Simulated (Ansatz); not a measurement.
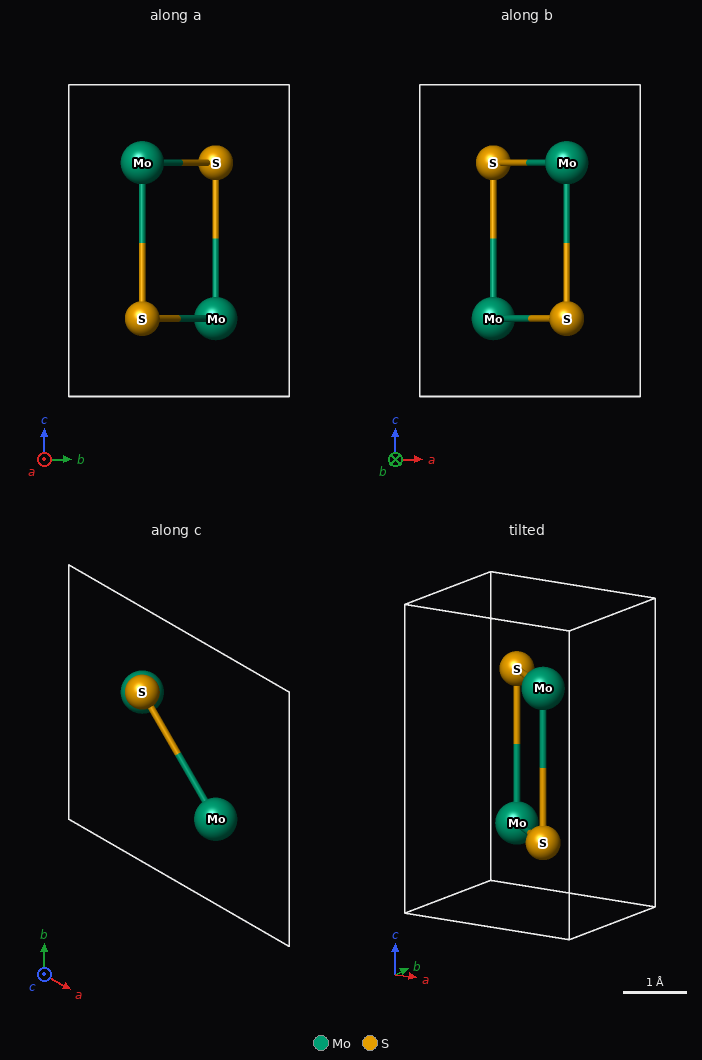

Ball-and-stick representation of a periodic structure, projected along the a axis, along the b axis, along the c axis and slightly off an axis. The frame is the conventional unit cell; atoms at its boundary are shown with their periodic copies.

Lattice parameters: a = 4.054 Å, b = 4.054 Å, c = 4.968 Å, α = 90.00°, β = 90.00°, γ = 120.00°. Put a along x and b in the xy plane.

### From the views, write a POSCAR file.

```
Mo S
1.0
     4.054    0.000    0.000
    -2.027    3.511    0.000
     0.000    0.000    4.968
Mo S
2 2
Direct
  0.3333 0.6667 0.2500
  0.6667 0.3333 0.7500
  0.3333 0.6667 0.7500
  0.6667 0.3333 0.2500
```

The structure was taken from a structure type filled with these elements by a generator (whether the compound takes this form wasn't checked). Relaxation method: DFT PBE, scalar-relativistic, plane waves, PAW in Ansatz 0.2.0.
